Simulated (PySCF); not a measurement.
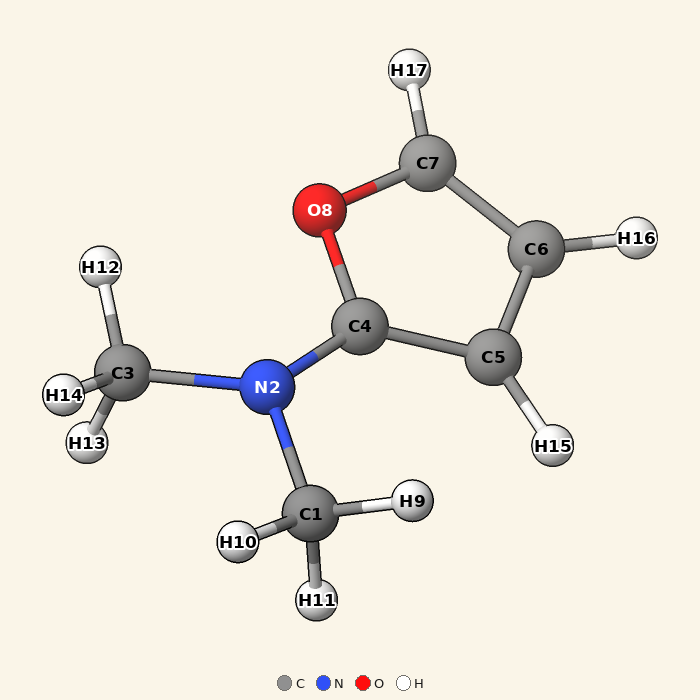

The geometry was computed by an optimisation with PBE0-D3(BJ)/def2-SVP. No frequency run is at hand to confirm it as a minimum. Properties computed with B3LYP/pcJ-1 indirect spin-spin coupling, non-relativistic, gas phase (PySCF 2.14.0). Isotopes: 13C, 1H, 15N, 17O.

Give the spin–spin coupling constants of these pairs, with the number of bonds between them: C1/N2, N2/C4, N2/C3, N2/O8, N2/C5, N2/H9, N2/H14, N2/H13, N2/H10, N2/H11, N2/C7, N2/H15.

| pair | bonds apart | J (Hz) |
| --- | --- | --- |
| C1, N2 | 1 | −11.7 |
| N2, C4 | 1 | −21.9 |
| N2, C3 | 1 | −10.4 |
| N2, O8 | 2 | 6.0 |
| N2, C5 | 2 | −3.1 |
| N2, H9 | 2 | −0.8 |
| N2, H14 | 2 | −1.5 |
| N2, H13 | 2 | 1.0 |
| N2, H10 | 2 | −0.8 |
| N2, H11 | 2 | 1.0 |
| N2, C7 | 3 | −1.8 |
| N2, H15 | 3 | 0.6 |
